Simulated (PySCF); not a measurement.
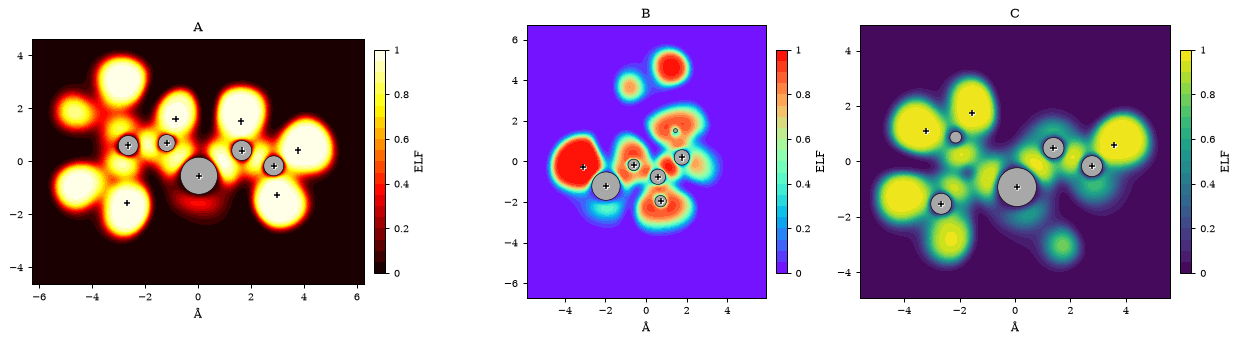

The electron localisation function of 3 systems, each on a plane through atoms (crosses mark nuclei in the plane; grey discs cover the cores).

The calculation used PySCF 2.14.0, PBE0/pcSseg-1, SCF density, gas phase, non-relativistic.

System 1: C5H14O3Si2 (SMILES C[Si](C)(C)OCC(=O)O[SiH3]), the plane of atoms O9, Si10 and H23. Geometry: PBE0-D3(BJ)/def2-SVP.

```yaml
atoms:
  - { symbol: C, position_ang: [-2.1857, 1.6649, 0.6293] }
  - { symbol: Si, position_ang: [-1.4181, 0.0562, 0.0835] }
  - { symbol: C, position_ang: [-0.5455, 0.2188, -1.5697] }
  - { symbol: C, position_ang: [-2.6869, -1.3227, 0.0018] }
  - { symbol: O, position_ang: [-0.3026, -0.3205, 1.2938] }
  - { symbol: C, position_ang: [0.6800, -1.2834, 1.1891] }
  - { symbol: C, position_ang: [1.9681, -0.8245, 0.5333] }
  - { symbol: O, position_ang: [2.8367, -1.5898, 0.1922] }
  - { symbol: O, position_ang: [2.0782, 0.4927, 0.3830] }
  - { symbol: Si, position_ang: [3.5231, 1.0601, -0.3595] }
  - { symbol: H, position_ang: [-2.6460, 1.5553, 1.6233] }
  - { symbol: H, position_ang: [-2.9654, 1.9942, -0.0751] }
  - { symbol: H, position_ang: [-1.4213, 2.4542, 0.6944] }
  - { symbol: H, position_ang: [-1.2770, 0.3993, -2.3737] }
  - { symbol: H, position_ang: [0.0080, -0.6974, -1.8324] }
  - { symbol: H, position_ang: [0.1683, 1.0557, -1.5584] }
  - { symbol: H, position_ang: [-3.1780, -1.4573, 0.9781] }
  - { symbol: H, position_ang: [-2.2238, -2.2823, -0.2789] }
  - { symbol: H, position_ang: [-3.4664, -1.1012, -0.7446] }
  - { symbol: H, position_ang: [0.3674, -2.1942, 0.6420] }
  - { symbol: H, position_ang: [0.9687, -1.6286, 2.1992] }
  - { symbol: H, position_ang: [4.7038, 0.7187, 0.4751] }
  - { symbol: H, position_ang: [3.3144, 2.5315, -0.3940] }
  - { symbol: H, position_ang: [3.6352, 0.5181, -1.7391] }
```

System 2: C10H19NSi (Si(vinyl)3(NHtBu)), the plane of atoms C3, C2 and H4. Geometry: PBE0-D3(BJ)/def2-SVP.

```xyz
31

Si    0.2635    0.5510    0.7001
C     0.3294    0.2534    2.5509
C     0.7949    1.1450    3.4338
H    -0.0361   -0.7055    2.9451
H     1.1701    2.1259    3.1188
H     0.8218    0.9440    4.5109
C     1.9997    0.8167    0.0212
C     3.1318    0.6680    0.7195
H     2.0981    1.1132   -1.0338
H     3.1190    0.3824    1.7776
H     4.1207    0.8268    0.2729
C    -0.6872    2.1257    0.3194
C    -1.4679    2.7665    1.1970
H    -0.5829    2.5702   -0.6803
H    -1.6124    2.3929    2.2170
H    -1.9961    3.6925    0.9410
N    -0.5208   -0.8717    0.0734
C    -0.7258   -1.3040   -1.3045
C     0.4642   -2.1429   -1.7891
C    -2.0050   -2.1434   -1.3593
C    -0.8897   -0.0823   -2.2061
H    -0.4864   -1.6633    0.7093
H     0.3191   -2.4974   -2.8221
H     1.3927   -1.5531   -1.7490
H     0.6012   -3.0258   -1.1444
H    -1.9209   -3.0200   -0.6961
H    -2.2012   -2.5132   -2.3777
H    -2.8664   -1.5470   -1.0243
H     0.0207    0.5385   -2.2121
H    -1.7320    0.5410   -1.8717
H    -1.0773   -0.3950   -3.2437
```

System 3: C10H24Si (SMILES CC(C)(C)[Si](C)(C)C(C)(C)C), the plane of atoms Si1, C2 and C4. Geometry: PBE0-D3(BJ)/def2-SVP.

```xyz
35

Si   -0.5625    0.0417   -0.3954
C    -0.6617   -0.0140    1.5304
C     0.2305   -1.1111    2.1157
C    -2.1178   -0.3128    1.9128
C    -0.2716    1.3387    2.1361
H     0.0757   -1.1892    3.2071
H     0.0108   -2.1010    1.6841
H     1.2999   -0.9061    1.9550
H    -2.4386   -1.3107    1.5764
H    -2.8202    0.4249    1.4915
H    -2.2358   -0.2827    3.0110
H    -0.9321    2.1489    1.7899
H     0.7623    1.6262    1.8952
H    -0.3532    1.2998    3.2375
C     1.2187   -0.0311   -1.1337
C     1.7794   -1.4558   -1.0680
C     2.1731    0.9272   -0.4168
C     1.1255    0.3864   -2.6075
H     2.7880   -1.4894   -1.5184
H     1.8701   -1.8257   -0.0362
H     1.1518   -2.1693   -1.6244
H     2.3536    0.6292    0.6272
H     1.7948    1.9622   -0.4102
H     3.1540    0.9419   -0.9254
H     0.8166    1.4366   -2.7205
H     0.4142   -0.2355   -3.1750
H     2.1113    0.2795   -3.0951
C    -1.3891    1.6402   -0.9708
H    -1.5876    1.6132   -2.0532
H    -0.7645    2.5235   -0.7647
H    -2.3543    1.7874   -0.4610
C    -1.5400   -1.4147   -1.0963
H    -2.6179   -1.2911   -0.9105
H    -1.2287   -2.3728   -0.6514
H    -1.3998   -1.4914   -2.1861
```

Q: Which map belongs to which system?

A: Panel A is system 2, C10H19NSi: the plane holds Si, C, H and N. C–C (1.34 Å): the ELF peaks at about 0.90 between the atoms (a short, multiple covalent bond). Panel B is system 1, C5H14O3Si2: the plane holds C, O, Si and H. C–O (1.21 Å): the ELF peaks at about 0.85 between the atoms; a multiple bond. Panel C is system 3, C10H24Si: the plane holds Si, C and H. C–C (1.53 Å): the ELF peaks at about 0.95 between the atoms, as expected for localised, covalent bonding.
